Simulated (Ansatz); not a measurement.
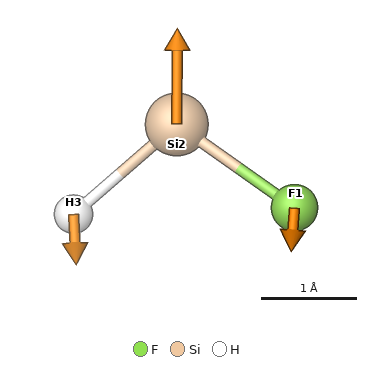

A relaxation of SiHF (coarse preliminary run). The starting structure is drawn; orange arrows show the displacements, 10 times their true length. The two geometries are superimposed by the best rigid fit.

A ball-and-stick model, seen at a tilt.

The start comes from a force field.

The calculation used Ansatz 0.2.0, RKS PBE-D4/def2-SVP.

Input file:
```yaml
crystal:
  periodic: [false, false, false]
  atoms:
    - {symbol: F, position_ang: [-1.112600, 0.075900, -0.609000]}
    - {symbol: Si, position_ang: [0.172800, 0.540000, 0.156100]}
    - {symbol: H, position_ang: [0.928800, -0.680700, 0.439700]}
basis:
  gaussian: {orbitals: def2-SVP}
hamiltonian: {xc: pbe, dispersion: d4}
relax: {f_tol: 0.03, max_steps: 200}
```

Question: Atoms of which element are displaced furthest, and by how much?

Answer: Silicon: up to 0.10 Å, against 0.05 Å for hydrogen.

Question: What happened in the run?

Answer: The energy falls by 6.14 kcal/mol in 4 geometry steps. The largest force component goes from 3.2 to 0.019 eV/Å. The largest move after the best rigid fit is that of Si2, 0.10 Å. By element the largest moves are Si 0.10 Å, H 0.05 Å, F 0.05 Å. Among the contacts that change: Si2–H3 1.464 → 1.567 Å, F1–Si2 1.566 → 1.653 Å. Bond angles that change, for instance: F1–Si2–H3 105.8° → 96.9°. The run took of the order of 2.6 core-seconds on a shared host.
